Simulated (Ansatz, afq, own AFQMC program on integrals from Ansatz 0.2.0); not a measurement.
# BHBr (quartet): AFQMC on the coupled-cluster ladder at distance B1–Br2 = 2.719 Å, cc-pVDZ

Aim: compute BHBr (quartet) with auxiliary-field quantum Monte Carlo on the same integrals as coupled cluster, and set the energies side by side.

The runs use Ansatz 0.2.0, Gaussian basis, and an in-house AFQMC program (afq) on its integrals; all values are calculated; cc-pVDZ, frozen cores.

Plan: PBE (unrestricted); r2SCAN (unrestricted); PBE0 (unrestricted); B3LYP (unrestricted); wB97M-V (unrestricted); B2PLYP (unrestricted); CCSD(T) on UHF; CCSDT(Q) on UHF; Phaseless AFQMC, CISD trial on UHF; Phaseless AFQMC, single-determinant trial on UHF.

## Step 1: The system

The geometry derives from a PBE0/def2-TZVP stationary point (not a proven minimum). One bond is set to the value named and the two fragments are kept rigid. No spin-orbit coupling is included. The filled d shell of Br may be among the frozen orbitals whatever the setting's name suggests; the logs give the count.

3 atoms, charge 0, spin multiplicity 4.

Atoms are counted from 1 here; the program's logs count them from 0.

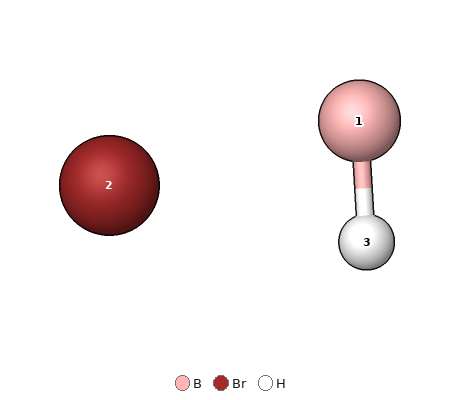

The structure; boron pink, bromine red, hydrogen white; atoms are numbered from 1 in the order of the file.

## Step 2: PBE (unrestricted)

in.yaml

```yaml
crystal:
  periodic: [false, false, false]
  atoms:
    - {symbol: B, position_ang: [0.000000, -0.253421, 2.357794]}
    - {symbol: Br, position_ang: [0.000000, 0.021417, -0.347280]}
    - {symbol: H, position_ang: [0.000000, 1.020340, 2.241144]}
basis:
  gaussian: {orbitals: cc-pVDZ}
magnetization: {spin_polarized: true, initial_magnetization: 3}
hamiltonian: {xc: {name: PBE}}
output: {orbitals: {seedname: orbitals}}
```

On the command line:

```bash
$ ansatz run in.yaml --threads 1 --pin off --events-out ev --progress --plain --max-ram 1382MiB
```

Standard output:

```text
Functional definition: PBE
  name "PBE"
  cite "Perdew, Burke & Ernzerhof, Phys. Rev. Lett. 77, 3865 (1996) doi:10.1103/PhysRevLett.77.3865"
  parent pbe
  parameter kappa = 0.804
  parameter beta = 0.06672455060314922
  exchange = pbe_x(kappa = kappa, mu = beta*pi^2/3)
  correlation = pbe_c(beta = beta)
572 factors; their error is unknown
mean field evaluation 1: about -70716.6843 eV, gradient 1.6e1 eV
mean field evaluation 2: about -70705.4763 eV, gradient 3.4e1 eV
mean field evaluation 4: about -70719.4575 eV, gradient 4.3e0 eV
mean field evaluation 8: about -70719.7939 eV, gradient 6.9e-1 eV
mean field evaluation 16: about -70719.7727 eV, gradient 5.3e-4 eV
mean field evaluation 32: about -70719.6088 eV, gradient 8.8e-5 eV
mean field evaluation 64: about -70719.0193 eV, gradient 2.8e-4 eV
mean field evaluation 96: about -70719.0263 eV, gradient 9.8e-1 eV
mean field evaluation 128: about -70718.9804 eV, gradient 2.3e0 eV
mean field -70719.77267950 eV, -2598.9037103882 hartree, gradient 6.4e-6 eV, S^2 3.753698; 15 other end points of the search recorded, 0 dependent functions left out
reference -70719.77270778 eV, -2598.9037114273 hartree; 22, 19 occupied and 24, 27 virtual orbitals, 572 factors
Total energy: -70719.77270778 eV, -2598.9037114273 hartree
```

Wall time 5.5 s (1 thread of AMD EPYC 9R14 (Zen 4), shared host).

From the report: ⟨S²⟩ of the determinant 3.754 (pure quartet: 3.75).

## Step 3: r2SCAN (unrestricted)

Changes to in.yaml since step 2:

```diff
@@ -9,3 +9,2 @@
 magnetization: {spin_polarized: true, initial_magnetization: 3}
-hamiltonian: {xc: {name: PBE}}
-output: {orbitals: {seedname: orbitals}}
+hamiltonian: {xc: {name: r2SCAN}}
```

Same command.

Standard output, shortened:

```text
Functional definition: r2SCAN
  name "r2SCAN"
  cite "Furness, Kaplan, Ning, Perdew & Sun, J. Phys. Chem. Lett. 11, 8208 (2020) doi:10.1021/acs.jpclett.0c02405"
  cite "Furness, Kaplan, Ning, Perdew & Sun, J. Phys. Chem. Lett. 11, 9248 (2020) doi:10.1021/acs.jpclett.0c03077"
  parent r2scan
[...]
572 factors; their error is unknown
[...]
mean field -70730.81831042 eV, -2599.3096298373 hartree, gradient 1.7e-6 eV, S^2 3.755650; 15 other end points of the search recorded, 0 dependent functions left out
reference -70730.81831899 eV, -2599.3096301523 hartree; 22, 19 occupied and 24, 27 virtual orbitals, 572 factors
Total energy: -70730.81831899 eV, -2599.3096301523 hartree
```

It took 13 s on 1 thread of AMD EPYC 9R14 (Zen 4), shared host.

From the report: ⟨S²⟩ of the determinant 3.756 (pure quartet: 3.75).

## Step 4: PBE0 (unrestricted)

Changes to in.yaml since step 3:

```diff
@@ -9,2 +9,3 @@
 magnetization: {spin_polarized: true, initial_magnetization: 3}
-hamiltonian: {xc: {name: r2SCAN}}
+hamiltonian: {xc: {name: PBE0}}
+output: {orbitals: {seedname: orbitals}}
```

Launched as before.

Standard output, shortened:

```text
Functional definition: PBE0
  name "PBE0"
  cite "Adamo & Barone, J. Chem. Phys. 110, 6158 (1999) doi:10.1063/1.478522"
  cite "Perdew, Burke & Ernzerhof, Phys. Rev. Lett. 77, 3865 (1996) doi:10.1103/PhysRevLett.77.3865"
  parent pbe
[...]
494 factors; integrals over basis functions are off by at most 8.7e-4 eV
[...]
mean field -70722.43635840 eV, -2599.0015987821 hartree, gradient 2.5e-6 eV, S^2 3.754180; 5 other end points of the search recorded, 0 dependent functions left out
reference -70722.43637961 eV, -2599.0015995615 hartree; 22, 19 occupied and 24, 27 virtual orbitals, 494 factors
Total energy: -70722.43637961 eV, -2599.0015995615 hartree
```

Wall time 3.1 s (1 thread of AMD EPYC 9R14 (Zen 4), shared host).

From the report: ⟨S²⟩ of the determinant 3.754 (pure quartet: 3.75).

## Step 5: B3LYP (unrestricted)

Changes to in.yaml since step 4:

```diff
@@ -9,3 +9,2 @@
 magnetization: {spin_polarized: true, initial_magnetization: 3}
-hamiltonian: {xc: {name: PBE0}}
-output: {orbitals: {seedname: orbitals}}
+hamiltonian: {xc: {name: B3LYP}}
```

Launched as before.

Standard output, shortened:

```text
Functional definition: B3LYP
  name "B3LYP"
  cite "Stephens, Devlin, Chabalowski & Frisch, J. Phys. Chem. 98, 11623 (1994) doi:10.1021/j100096a001"
  cite "Becke, Phys. Rev. A 38, 3098 (1988) doi:10.1103/PhysRevA.38.3098"
  cite "Lee, Yang & Parr, Phys. Rev. B 37, 785 (1988) doi:10.1103/PhysRevB.37.785"
  cite "Vosko, Wilk & Nusair, Can. J. Phys. 58, 1200 (1980) doi:10.1139/p80-159"
[...]
494 factors; integrals over basis functions are off by at most 8.7e-4 eV
[...]
mean field -70732.44749754 eV, -2599.3695013596 hartree, gradient 6.8e-6 eV, S^2 3.753199; 5 other end points of the search recorded, 0 dependent functions left out
reference -70732.44768851 eV, -2599.3695083777 hartree; 22, 19 occupied and 24, 27 virtual orbitals, 494 factors
Total energy: -70732.44768851 eV, -2599.3695083777 hartree
```

Wall time 3 s (1 thread of AMD EPYC 9R14 (Zen 4), shared host).

From the report: ⟨S²⟩ of the determinant 3.753 (pure quartet: 3.75).

## Step 6: wB97M-V (unrestricted)

Changes to in.yaml since step 5:

```diff
@@ -9,2 +9,3 @@
 magnetization: {spin_polarized: true, initial_magnetization: 3}
-hamiltonian: {xc: {name: B3LYP}}
+hamiltonian: {xc: {name: wB97M-V}}
+output: {orbitals: {seedname: orbitals}}
```

The command is unchanged.

Standard output, shortened:

```text
Functional definition: wB97M-V
  name "wB97M-V"
  cite "Mardirossian & Head-Gordon, J. Chem. Phys. 144, 214110 (2016) doi:10.1063/1.4952647"
  cite "Becke, J. Chem. Phys. 107, 8554 (1997) doi:10.1063/1.475007"
  cite "Vydrov & Van Voorhis, J. Chem. Phys. 133, 244103 (2010) doi:10.1063/1.3521275"
  # Of w^i u^j: cxij and so on, Table III.
[...]
  gx(w, u) = 1 - cx + cx01*u + cx10*w
  gss(w, u) = css00 + css04*u^4 + css10*w + css20*w^2 + css43*w^4*u^3
  gos(w, u) = cos00 + cos10*w + (cos20 + cos21*u)*w^2 + (cos60 + cos61*u)*w^6
[...]
      + integral(e_c_pw_mod_opposite_spin*gos(b97_w_opposite, b97_u_opposite)) + vv10(b, c)
494 factors; integrals over basis functions are off by at most 8.7e-4 eV
117 factors; integrals over basis functions are off by at most 1.1e-5 eV
[...]
mean field -70726.97635531 eV, -2599.1684405913 hartree, gradient 6.6e-6 eV, S^2 3.752930; 4 other end points of the search recorded, 0 dependent functions left out
reference -70726.97638448 eV, -2599.1684416630 hartree; 22, 19 occupied and 24, 27 virtual orbitals, 494 factors
Total energy: -70726.97638448 eV, -2599.1684416630 hartree
```

It took 8.5 s on 1 thread of AMD EPYC 9R14 (Zen 4), shared host.

From the report: ⟨S²⟩ of the determinant 3.753 (pure quartet: 3.75).

## Step 7: B2PLYP (unrestricted)

Changes to in.yaml since step 6:

```diff
@@ -9,3 +9,3 @@
 magnetization: {spin_polarized: true, initial_magnetization: 3}
-hamiltonian: {xc: {name: wB97M-V}}
-output: {orbitals: {seedname: orbitals}}
+hamiltonian: {xc: {name: B2PLYP}}
+correlation: {electrons: outside_noble_gas}
```

Launched as before.

Standard output, shortened:

```text
Functional definition: B2PLYP
  name "B2PLYP"
  cite "Grimme, J. Chem. Phys. 124, 034108 (2006) doi:10.1063/1.2148954"
  cite "Becke, Phys. Rev. A 38, 3098 (1988) doi:10.1103/PhysRevA.38.3098"
  cite "Lee, Yang & Parr, Phys. Rev. B 37, 785 (1988) doi:10.1103/PhysRevB.37.785"
[...]
494 factors; integrals over basis functions are off by at most 8.7e-4 eV
[...]
mean field -70717.61106246 eV, -2598.8242724271 hartree, gradient 1.4e-7 eV, S^2 3.754902; 6 other end points of the search recorded, 0 dependent functions left out
15 core orbitals not correlated: weight in the atoms' cores, before any rotation towards them, 1.000 or more for the frozen orbitals, at most 0.000 for the correlated occupied ones
reference -70717.61118375 eV, -2598.8242768844 hartree; 7, 4 occupied and 24, 27 virtual orbitals, 494 factors
second order -4.76819244 eV of doubles, -0.00000000 eV of singles
Total energy: -70718.89859571 eV, -2598.8715884013 hartree
```

It took 3.5 s on 1 thread of AMD EPYC 9R14 (Zen 4), shared host.

From the report: ⟨S²⟩ of the determinant 3.755 (pure quartet: 3.75).

## Step 8: CCSD(T) on UHF

Changes to in.yaml since step 7:

```diff
@@ -9,3 +9,2 @@
 magnetization: {spin_polarized: true, initial_magnetization: 3}
-hamiltonian: {xc: {name: B2PLYP}}
-correlation: {electrons: outside_noble_gas}
+correlation: {method: ccsd_t, electrons: outside_noble_gas, hamiltonian_folder: ham}
```

The command is unchanged.

Standard output, shortened:

```text
Functional definition: HF
  name "HF"
  cite "Fock, Z. Phys. 61, 126 (1930) doi:10.1007/BF01340294"
  parent pbe
[...]
494 factors; integrals over basis functions are off by at most 8.7e-4 eV
[...]
mean field -70680.85158302 eV, -2597.4733864742 hartree, gradient 2.1e-7 eV, S^2 3.758398; 20 other end points of the search recorded, 0 dependent functions left out
determinant -70680.85158302 eV, -2597.4733864742 hartree, with singles and doubles -70685.44981644 eV, -2597.6423684356 hartree
determinant -70680.77738316 eV, -2597.4706596795 hartree, with singles and doubles -70685.37558583 eV, -2597.6396405110 hartree
determinant -70680.55726253 eV, -2597.4625703954 hartree, with singles and doubles -70685.16945459 eV, -2597.6320653274 hartree
determinant -70680.14228427 eV, -2597.4473202256 hartree, with singles and doubles -70684.71525096 eV, -2597.6153736519 hartree
[...]
determinant -70679.95116167 eV, -2597.4402965997 hartree, with singles and doubles -70684.52709211 eV, -2597.6084589419 hartree
determinant -70680.85158302 eV, -2597.4733864742 hartree, with singles and doubles -70685.45047775 eV, -2597.6423927381 hartree
determinant -70680.77738316 eV, -2597.4706596795 hartree, with singles and doubles -70685.37632032 eV, -2597.6396675030 hartree
determinant -70680.55726253 eV, -2597.4625703954 hartree, with singles and doubles -70685.16946407 eV, -2597.6320656757 hartree
15 core orbitals not correlated: weight in the atoms' cores, before any rotation towards them, 1.000 or more for the frozen orbitals, at most 0.000 for the correlated occupied ones
reference -70680.85158302 eV, -2597.4733864742 hartree; 7, 4 occupied and 24, 27 virtual orbitals, 494 factors
second order -3.81046811 eV of doubles, -0.00000000 eV of singles
cycle   1  -4.59889692 eV  change   -2.2e-6 eV  update   4.8e-6
perturbative correction -0.07143625 eV, -0.0026252339 hartree
Total energy: -70685.52191619 eV, -2597.6450180525 hartree
```

It took 7 s on 1 thread of AMD EPYC 9R14 (Zen 4), shared host.

From the report: ⟨S²⟩ of the determinant 3.758 (pure quartet: 3.75); correlation -4.6703 eV; T1 0.016; largest double amplitude 0.04.

This run also writes the integrals to the folder ham.

## Step 9: CCSDT(Q) on UHF

Changes to in.yaml since step 8:

```diff
@@ -9,2 +9,2 @@
 magnetization: {spin_polarized: true, initial_magnetization: 3}
-correlation: {method: ccsd_t, electrons: outside_noble_gas, hamiltonian_folder: ham}
+correlation: {method: ccsdt_q, electrons: outside_noble_gas}
```

Same command.

Standard output, shortened:

```text
Functional definition: HF
  name "HF"
  cite "Fock, Z. Phys. 61, 126 (1930) doi:10.1007/BF01340294"
  parent pbe
[...]
863 factors; integrals over basis functions are off by at most 1.7e-7 eV
[...]
mean field -70680.85163227 eV, -2597.4733882841 hartree, gradient 8.7e-6 eV, S^2 3.758398; 20 other end points of the search recorded, 0 dependent functions left out
determinant -70680.85163227 eV, -2597.4733882841 hartree, with singles and doubles -70685.44986267 eV, -2597.6423701342 hartree
determinant -70680.77743381 eV, -2597.4706615407 hartree, with singles and doubles -70685.37563427 eV, -2597.6396422909 hartree
determinant -70680.55731680 eV, -2597.4625723899 hartree, with singles and doubles -70685.16950591 eV, -2597.6320672134 hartree
determinant -70680.14233197 eV, -2597.4473219787 hartree, with singles and doubles -70684.71529481 eV, -2597.6153752633 hartree
[...]
determinant -70680.85163227 eV, -2597.4733882841 hartree, with singles and doubles -70685.45052438 eV, -2597.6423944518 hartree
determinant -70680.77743381 eV, -2597.4706615407 hartree, with singles and doubles -70685.37636886 eV, -2597.6396692867 hartree
determinant -70680.55731680 eV, -2597.4625723899 hartree, with singles and doubles -70685.16951534 eV, -2597.6320675600 hartree
15 core orbitals not correlated: weight in the atoms' cores, before any rotation towards them, 1.000 or more for the frozen orbitals, at most 0.000 for the correlated occupied ones
reference -70680.85163227 eV, -2597.4733882841 hartree; 7, 4 occupied and 24, 27 virtual orbitals, 863 factors
second order -3.81047102 eV of doubles, -0.00000000 eV of singles
cycle   1  -4.38208460 eV  change   -5.7e-1 eV  update   5.9e-2
[...]
cycle  37  -4.69098463 eV  change   -3.7e-7 eV  update   1.2e-6
perturbative correction -0.00567439 eV, -0.0002085298 hartree
Total energy: -70685.54829129 eV, -2597.6459873193 hartree
```

Run time: 21 s. Hardware: 1 thread of AMD EPYC 9R14 (Zen 4), shared host; peak memory 0.27 GiB.

From the report: ⟨S²⟩ of the determinant 3.758 (pure quartet: 3.75); correlation -4.6967 eV; T1 0.020; largest double amplitude 0.05.

## Step 10: Phaseless AFQMC, CISD trial on UHF

It reads the integrals that the CCSD(T) run on this determinant wrote.

On the command line:

```bash
$ afq ham --method phaseless --trial cisd --walkers 60 --populations 1 --least-time 40 --time-step 0.005 --steps-per-block 50 --equilibration-blocks 40 --max-blocks 300 --target-error 0.0008 --factor-cut 1e-05 --start spin_pure --seed 3746 --release-times 0.24,0.51,0.99,1.62,2.4 --release-step 0.03 --release-every 4 --taylor-order 6
```

Standard output:

```text
orbitals 31  electrons 7 4  factors 221 of 494
reference energy -2597.47338647 Eh
CCSD correlation -0.16900626 Eh in 19 cycles, weight of the determinant in the CISD state 0.9083
energy of the start -2597.642276 Eh
 block  time / (1/Eh)  mean weight  energy / Eh
     1     0.250  1.0016  -2597.640395
     2     0.500  0.9987  -2597.640955
     3     0.750  0.9988  -2597.642481
     4     1.000  0.9984  -2597.642678
     5     1.250  1.0011  -2597.643286
     6     1.500  0.9991  -2597.644300
     7     1.750  0.9994  -2597.646034
     8     2.000  0.9997  -2597.645105
     9     2.250  0.9967  -2597.647060
    10     2.500  0.9992  -2597.645326
    11     2.750  1.0000  -2597.644188
    16     4.000  0.9999  -2597.645396
    21     5.250  0.9999  -2597.645158
    26     6.500  0.9999  -2597.645038
    31     7.750  1.0010  -2597.643982
    36     9.000  0.9978  -2597.645767
    41    10.250  1.0006  -2597.643702
    46    11.500  1.0003  -2597.645554
    51    12.750  1.0023  -2597.646372
    56    14.000  1.0005  -2597.646818
    61    15.250  0.9999  -2597.644644
    66    16.500  1.0027  -2597.647587
    71    17.750  0.9988  -2597.645034
    76    19.000  0.9993  -2597.643987
    81    20.250  1.0009  -2597.646465
    86    21.500  1.0009  -2597.646794
    91    22.750  0.9993  -2597.647249
    96    24.000  1.0004  -2597.645024
   101    25.250  0.9975  -2597.646794
   106    26.500  1.0004  -2597.649775
   111    27.750  0.9983  -2597.648924
   116    29.000  1.0010  -2597.646770
   121    30.250  1.0006  -2597.646305
   126    31.500  0.9997  -2597.644693
   131    32.750  0.9989  -2597.644990
   136    34.000  0.9997  -2597.646281
   141    35.250  1.0010  -2597.642657
   146    36.500  1.0003  -2597.643860
   151    37.750  1.0017  -2597.648375
   156    39.000  0.9991  -2597.646688
   161    40.250  1.0000  -2597.646012
   166    41.500  0.9991  -2597.643908
   171    42.750  1.0007  -2597.643395
   176    44.000  0.9997  -2597.644004
   181    45.250  0.9974  -2597.647047
   186    46.500  1.0009  -2597.648542
   191    47.750  1.0006  -2597.646868
   196    49.000  0.9994  -2597.642097
blocks merged  error / Eh  count
     1  0.000145  160
     2  0.000179  80
     4  0.000201  40
     8  0.000189  20
    16  0.000180  10
released: time / (1/Eh)  energy / Eh  error  mean overlap
  0.24  -2597.645995  0.000283  0.9911
  0.51  -2597.646067  0.000254  0.9862
  0.99  -2597.646045  0.000202  1.0033
  1.62  -2597.646308  0.000351  0.9895
  2.40  -2597.646336  0.000434  0.9637
energy -2597.646018 +/- 0.000201 Eh
```

Run time: 1.8 min. Hardware: 1 thread of AMD EPYC 9R14 (Zen 4), shared host.

Energy -70685.5491 ± 0.0055 eV. Caveats: constraint bias not in the error.

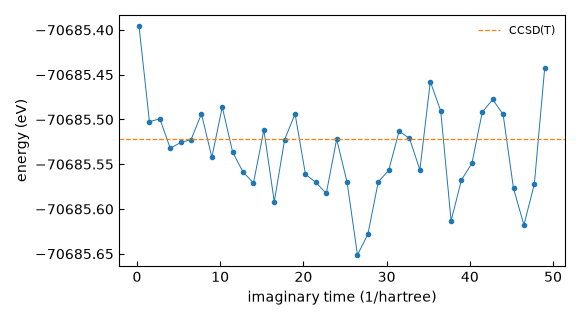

Block energies along the walk.

## Step 11: Phaseless AFQMC, single-determinant trial on UHF

It reads the integrals that the CCSD(T) run on this determinant wrote.

On the command line:

```bash
$ afq ham --method phaseless --trial hf --walkers 120 --populations 1 --least-time 40 --time-step 0.005 --steps-per-block 20 --equilibration-blocks 160 --max-blocks 600 --target-error 0.0024000000000000002 --factor-cut 1e-05 --start spin_pure --seed 9921 --taylor-order 6
```

Standard output:

```text
orbitals 31  electrons 7 4  factors 221 of 494
reference energy -2597.47338647 Eh
CCSD correlation -0.16900626 Eh in 19 cycles, weight of the determinant in the CISD state 0.9083
energy of the start -2597.473456 Eh
 block  time / (1/Eh)  mean weight  energy / Eh
     1     0.100  1.0008  -2597.501336
     2     0.200  1.0012  -2597.525818
     3     0.300  1.0007  -2597.543032
     4     0.400  0.9994  -2597.559146
     5     0.500  1.0010  -2597.566376
     6     0.600  1.0016  -2597.585376
     7     0.700  1.0005  -2597.592230
     8     0.800  0.9999  -2597.602514
     9     0.900  1.0002  -2597.610968
    10     1.000  1.0007  -2597.617160
    15     1.500  1.0007  -2597.617433
    29     2.900  1.0000  -2597.633096
    43     4.300  0.9986  -2597.625873
    57     5.700  1.0005  -2597.657354
    71     7.100  0.9998  -2597.648091
    85     8.500  0.9997  -2597.646442
    99     9.900  0.9998  -2597.643813
   113    11.300  1.0001  -2597.646521
   127    12.700  1.0000  -2597.661936
   141    14.100  0.9996  -2597.673295
   155    15.500  0.9985  -2597.644073
   169    16.900  1.0003  -2597.653809
   183    18.300  1.0000  -2597.629805
   197    19.700  1.0014  -2597.645766
   211    21.100  0.9984  -2597.658735
   225    22.500  1.0007  -2597.661985
   239    23.900  0.9971  -2597.633906
   253    25.300  0.9999  -2597.632608
   267    26.700  1.0006  -2597.659254
   281    28.100  0.9990  -2597.623282
   295    29.500  0.9924  -2597.647298
   309    30.900  1.0004  -2597.634132
   323    32.300  0.9986  -2597.630454
   337    33.700  0.9992  -2597.648150
   351    35.100  0.9996  -2597.661747
   365    36.500  0.9991  -2597.643183
   379    37.900  1.0000  -2597.626101
   393    39.300  1.0015  -2597.631820
   407    40.700  1.0013  -2597.638692
   421    42.100  1.0015  -2597.638559
   435    43.500  1.0013  -2597.637352
   449    44.900  1.0014  -2597.635068
   463    46.300  1.0000  -2597.642132
   477    47.700  0.9999  -2597.643655
   491    49.100  0.9997  -2597.653239
   505    50.500  0.9995  -2597.645100
   519    51.900  0.9987  -2597.641525
   533    53.300  0.9996  -2597.655271
   547    54.700  0.9987  -2597.642546
blocks merged  error / Eh  count
     1  0.000551  400
     2  0.000742  200
     4  0.000987  100
     8  0.001288  50
    16  0.001587  25
    32  0.001844  12
energy -2597.642374 +/- 0.001587 Eh
```

Wall time 89 s (1 thread of AMD EPYC 9R14 (Zen 4), shared host).

Energy -70685.4500 ± 0.0432 eV. Caveats: constraint bias not in the error.

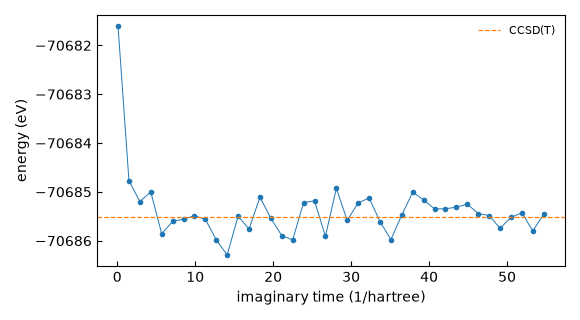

Block energies along the walk.

## Step 12: AFQMC on the ladder

On the UHF determinant, counted from CCSDT(Q) (a yardstick, not exact):

```csv
level,energy (eV),from CCSDT(Q) (kJ/mol),statistical error (kJ/mol),time
HF,-70680.8516,+453.2,,
MP2,-70684.6621,+85.5,,
CCSD,-70685.4505,+9.4,,
CCSD(T),-70685.5219,+2.5,,
CCSDT(Q),-70685.5483,0.0,,
"Phaseless AFQMC, CISD trial, step 0.005, 60 walkers",-70685.5491,-0.1,0.5,1.8 min
"Phaseless AFQMC, single-determinant trial, step 0.005, 120 walkers",-70685.4500,+9.5,4.2,89 s
```

The functionals' totals stand on their own zeros and serve differences with other points: PBE -70719.773 eV; r2SCAN -70730.818 eV; PBE0 -70722.436 eV; B3LYP -70732.448 eV; wB97M-V -70726.976 eV; B2PLYP -70718.899 eV.

## Step 13: Summary of results

| quantity | value |
| --- | --- |
| CCSD(T) on UHF from CCSDT(Q) | +2.5 kJ/mol |
| Phaseless AFQMC, CISD trial on UHF from CCSDT(Q) | -0.1 ± 0.5 kJ/mol |
| Phaseless AFQMC, single-determinant trial on UHF from CCSDT(Q) | +9.5 ± 4.2 kJ/mol |

**Reading.** On UHF the phaseless walk with the CISD trial lies -0.1 kJ/mol from CCSDT(Q), within three error bars. Error bars are statistical and leave out the constraint, the time step and what remains of the start.
